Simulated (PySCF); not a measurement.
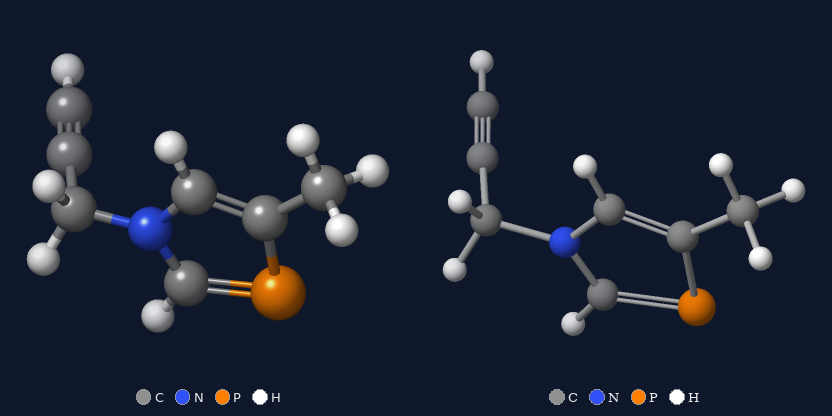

Both panels show the same species.

The geometry was computed by an optimisation with GFN2-xTB. No frequency run is at hand to confirm it as a minimum.

Question: Count the atoms of each element.

Answer: C7H8NP, 17 atoms: 7 carbon, 8 hydrogen, 1 nitrogen and 1 phosphorus.

Question: How many bonds of each kind are drawn?

Answer: 8 C–H, 4 C–C, 3 C–N, 2 C–P.

Question: Name some functional groups or characteristic bonds that it holds.

Answer: Among them: alkyne.

Question: Give a SMILES string for it.

Answer: C#CCn1cpc(C)c1

More results for the same structure follow; atom numbers are the same in all pictures, views and colours differ.

**Shape**

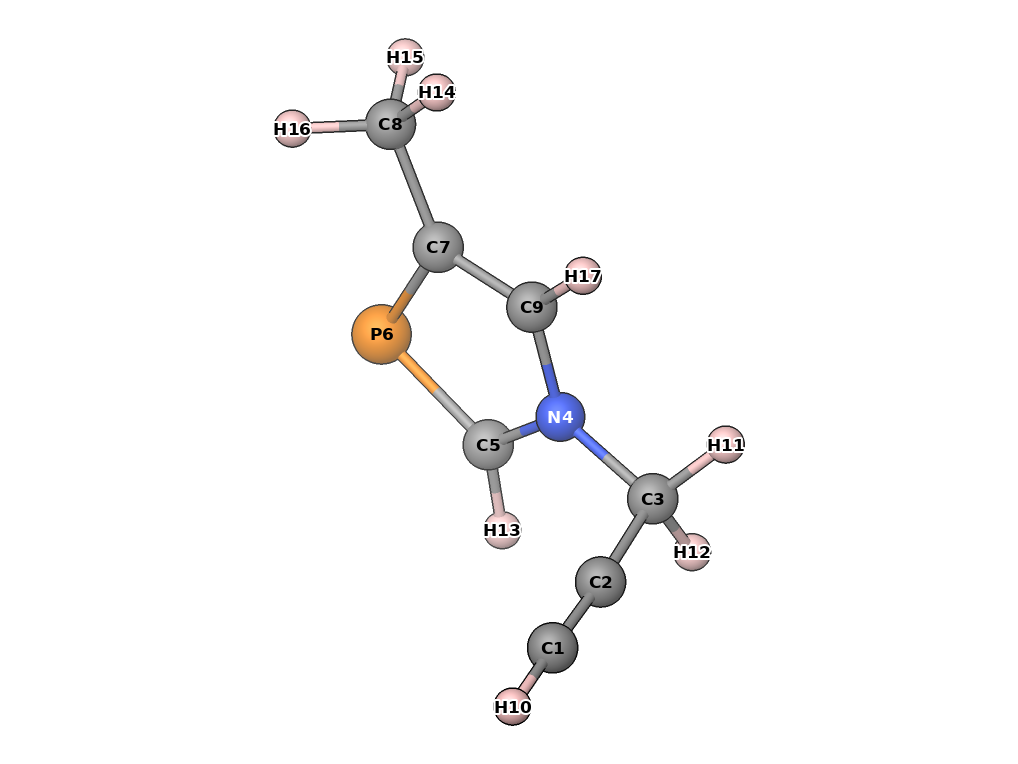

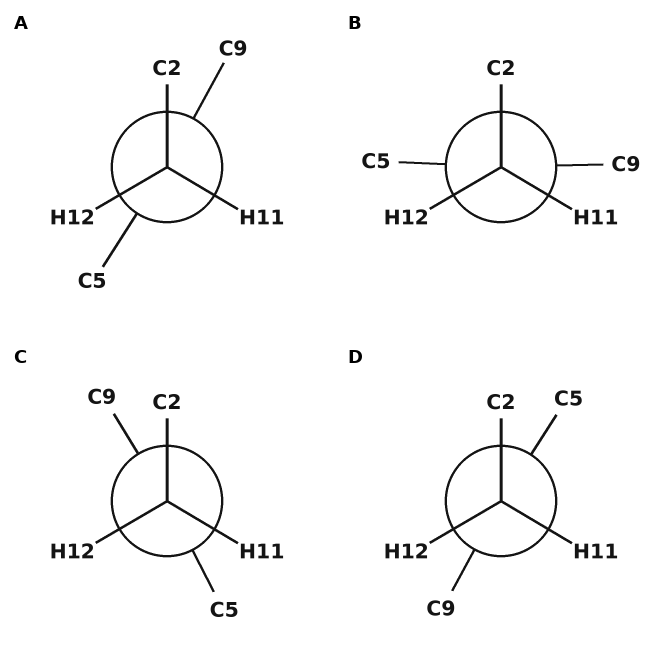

Atoms fade into the background with distance from the viewer. Bonds that would overlap in a projection are set slightly apart. No frequency run is at hand to confirm it as a minimum.

Question: Which Newman projection shows the view along C3–N4, with C3 in front?

Answer: B. The torsion angle C2–C3–N4–C5 is −87°, about perpendicular.

**Ring current**

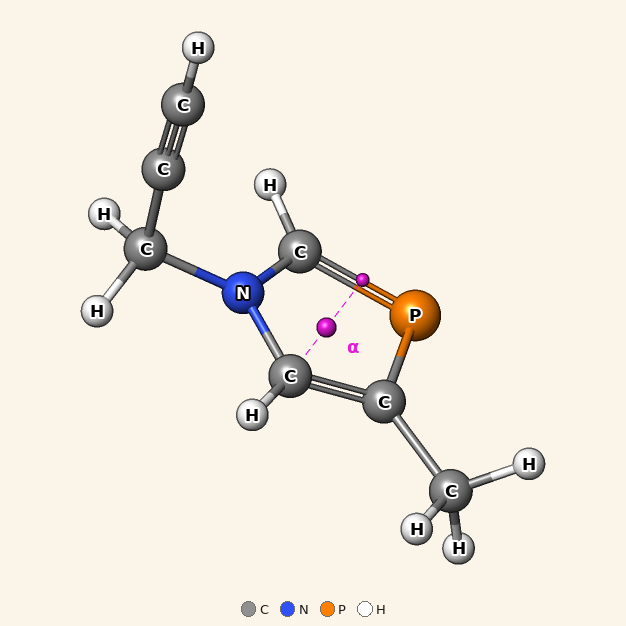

The small points mark where nucleus-independent chemical shifts (NICS) were computed: at the centre of each lettered ring and 1 Å above and below it. No frequency run is at hand to confirm it as a minimum. Method: GIAO PBE0/pcSseg-1 NMR shielding, non-relativistic, gas phase (PySCF 2.14.0).

Give NICS(0), NICS(1) and the out-of-plane component NICS(1)zz for each ring (means of the two sides).

| ring | members | NICS(0) | NICS(1) | NICS(1)zz |
| --- | --- | --- | --- | --- |
| α | C3NP | −12.2 | −10.6 | −25.7 |

Values in ppm.

Question: What do the values say about the ring currents?

Answer: Ring α: diatropic, as in an aromatic ring. NICS is one index among several.

**NMR shielding**

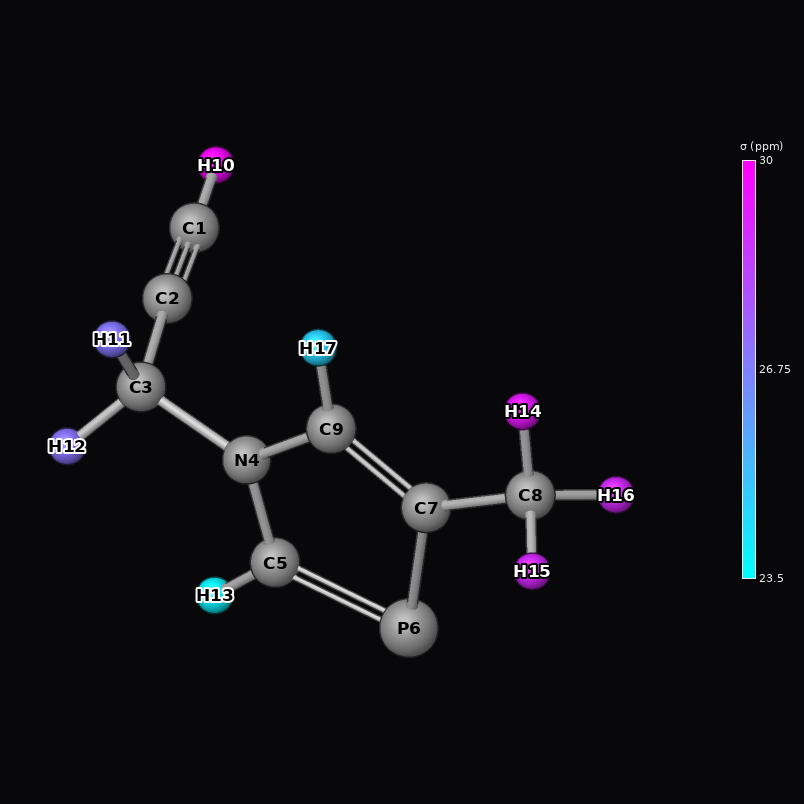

Atoms are coloured by their isotropic NMR shieldings (H only, the others grey). No frequency run is at hand to confirm it as a minimum. Level of theory: GIAO PBE0/pcSseg-1 NMR shielding, non-relativistic, gas phase (PySCF 2.14.0).

Give the isotropic NMR shieldings of the H atoms atom by atom.

```csv
atom,σ (ppm)
H10,29.84
H11,26.95
H12,27.04
H13,23.79
H14,29.41
H15,28.97
H16,28.91
H17,24.57
```

**Polarisability**

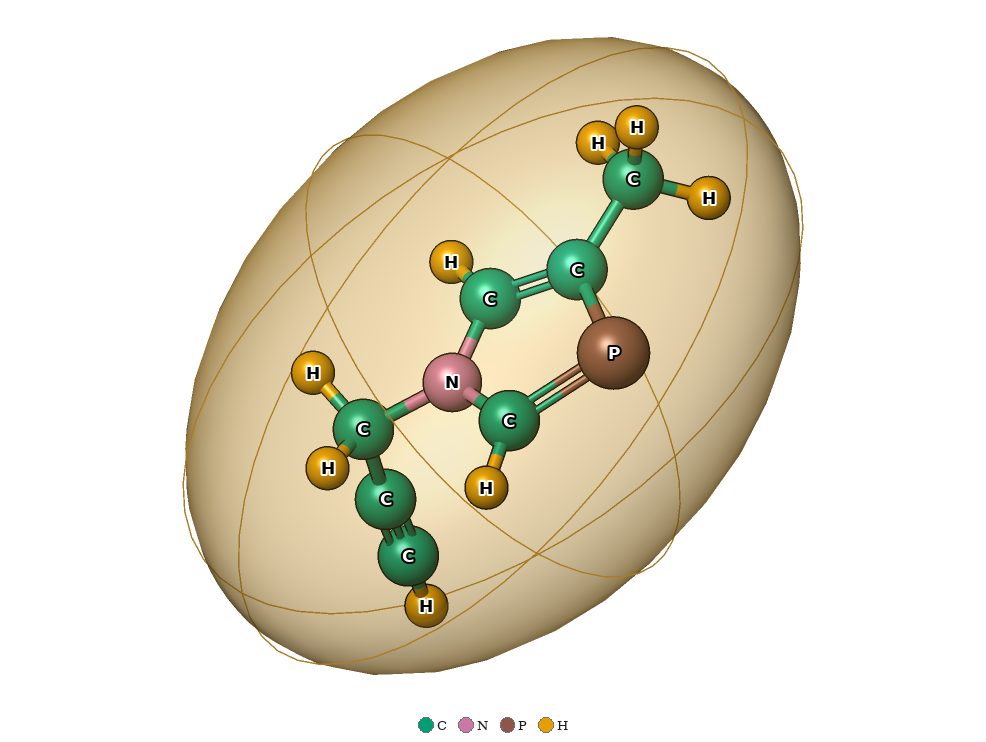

The ellipsoid shows the static dipole polarisability: its half-axes are proportional to the principal values. No frequency run is at hand to confirm it as a minimum. Level of theory: PBE0/def2-SVPD (PySCF 2.14.0).

Question: How large and how anisotropic is the polarisability?

Answer: Principal values 88.1, 105.6, 138.2 bohr³; mean 110.6 bohr³ (16.39 Å³); anisotropy 44.0 bohr³, so the longest axis is 1.57 times the shortest.

The geometry is semi-empirical. Around P such bond lengths and angles can be off by a tenth of an ångström or more and by several degrees, and values that hang on the shape move with them.
